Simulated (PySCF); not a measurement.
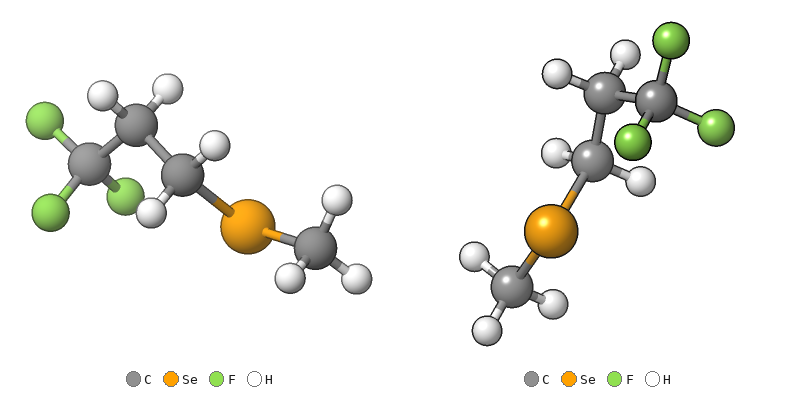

The same structure drawn twice, from different directions.

The computed structure is the end point of a GFN2-xTB optimisation. No frequency run is at hand to confirm it as a minimum.

Identify the structure.

It has 15 atoms: 4 carbon, 7 hydrogen, 3 fluorine and 1 selenium (C₄H₇F₃Se). Its SMILES string is `C[Se]CCC(F)(F)F`. It has no ring. Among its groups: C–F bond. This geometry has C1 symmetry. Coordination: 4 C tetrahedral; 1 Se bent.

The parts below concern this one geometry. Atoms keep their numbers from picture to picture.

## Geometry

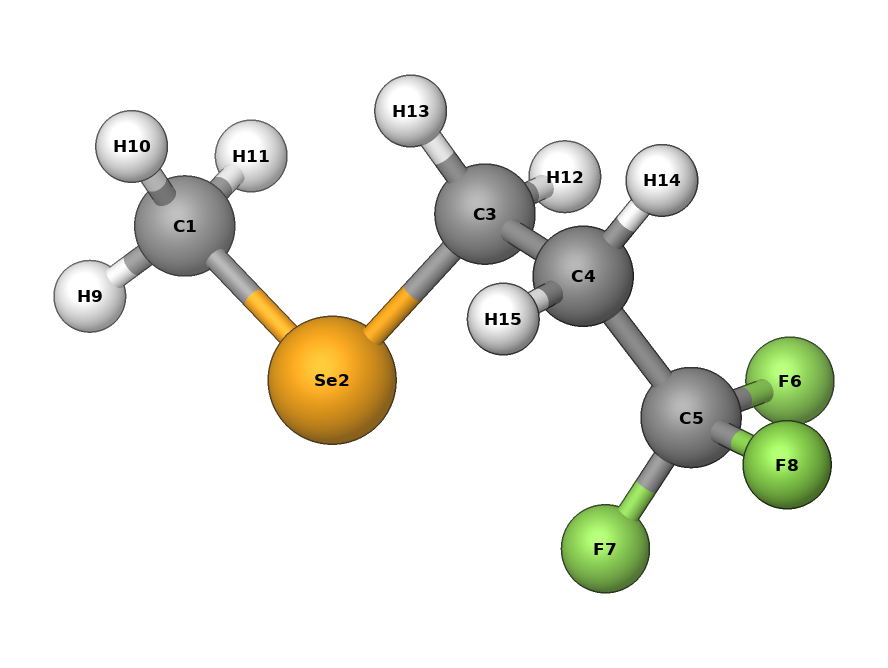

Atoms carry their numbers in the input. No frequency run is at hand to confirm it as a minimum.

Estimate the angles Se2–C1–H10, Se2–C1–H11, Se2–C3–H12, Se2–C3–H13, C3–C4–C5, C3–C4–H14, C4–C3–H12, C4–C5–F6, C4–C5–F8, C5–C4–H14, F6–C5–F7, F6–C5–F8.

```json
{"angle": "Se2–C1–H10", "degrees": "109.8"}
{"angle": "Se2–C1–H11", "degrees": "109.3"}
{"angle": "Se2–C3–H12", "degrees": "108.2"}
{"angle": "Se2–C3–H13", "degrees": "106.3"}
{"angle": "C3–C4–C5", "degrees": "111.5"}
{"angle": "C3–C4–H14", "degrees": "110.6"}
{"angle": "C4–C3–H12", "degrees": "110.9"}
{"angle": "C4–C5–F6", "degrees": "112.6"}
{"angle": "C4–C5–F8", "degrees": "111.7"}
{"angle": "C5–C4–H14", "degrees": "107.4"}
{"angle": "F6–C5–F7", "degrees": "106.8"}
{"angle": "F6–C5–F8", "degrees": "106.4"}
```

## Dipole moment

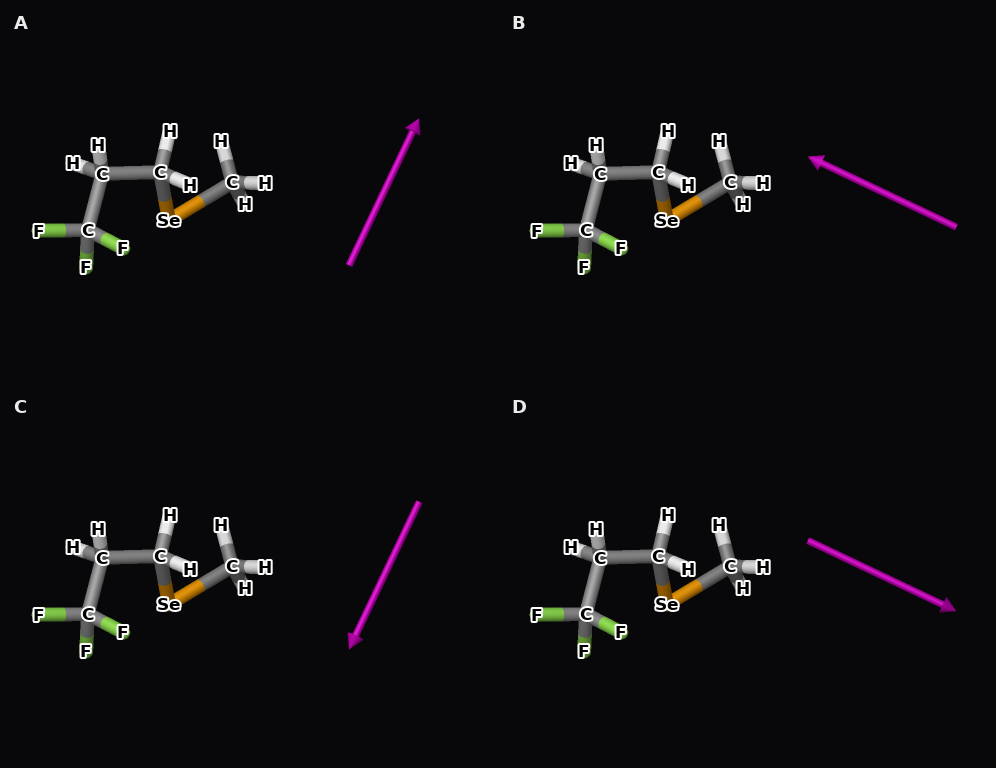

The same molecule four times, each with an arrow. No frequency run is at hand to confirm it as a minimum. Level of theory: PBE0/def2-SVPD, gas phase (PySCF 2.14.0).

Which arrow points along the dipole moment, from the negative to the positive end?

A. The dipole moment is 3.48 D.

## Excitation

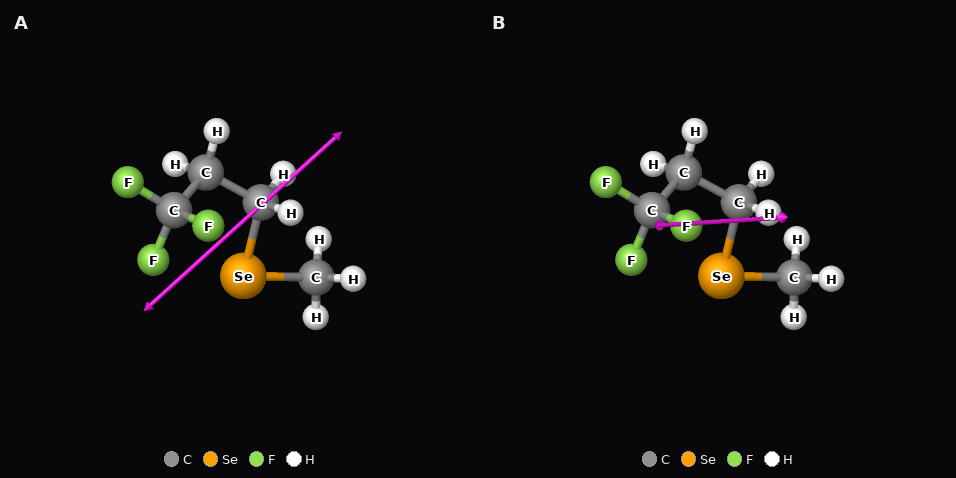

The double arrows show the directions of two transition dipoles from the ground state (lengths mean nothing). No frequency run is at hand to confirm it as a minimum. Properties computed with TDDFT PBE0/def2-SVPD, vertical, gas phase, core orbitals frozen in the response (PySCF 2.14.0).

One belongs to singlet state 4 and one to singlet state 5. Which is which?

A: state 4, 6.33 eV (196 nm), oscillator strength 0.023, mainly HOMO → LUMO+3 (weight 0.94).
B: state 5, 6.52 eV (190 nm), oscillator strength 0.019, mainly HOMO → LUMO+4 (weight 0.84).

## Polarisability

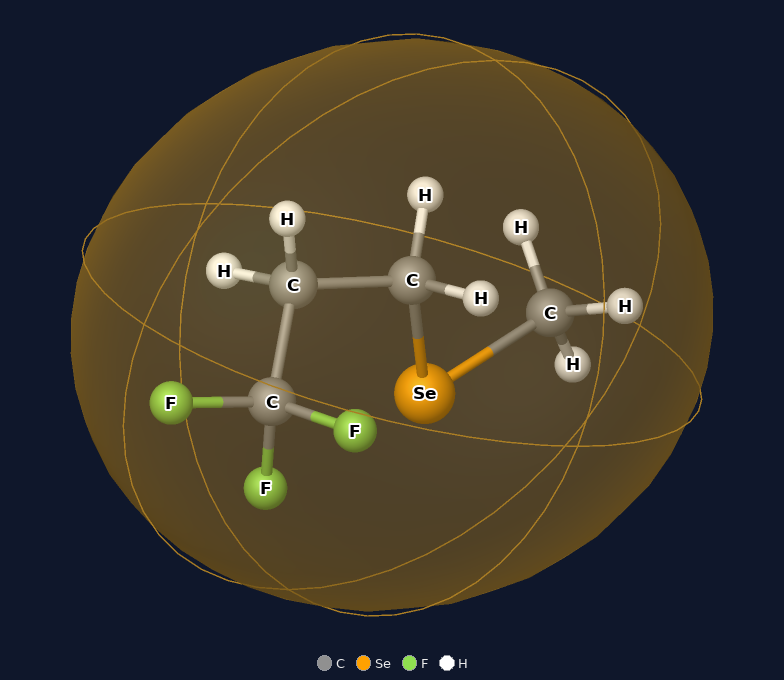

The ellipsoid shows the static dipole polarisability: its half-axes are proportional to the principal values. No frequency run is at hand to confirm it as a minimum. Level of theory: PBE0/def2-SVPD (PySCF 2.14.0).

How large and how anisotropic is the polarisability?

Principal values 68.0, 74.9, 98.6 bohr³; mean 80.5 bohr³ (11.93 Å³); anisotropy 27.8 bohr³, so the longest axis is 1.45 times the shortest.

The geometry is semi-empirical. Around Se such bond lengths and angles can be off by a tenth of an ångström or more and by several degrees, and values that hang on the shape move with them.
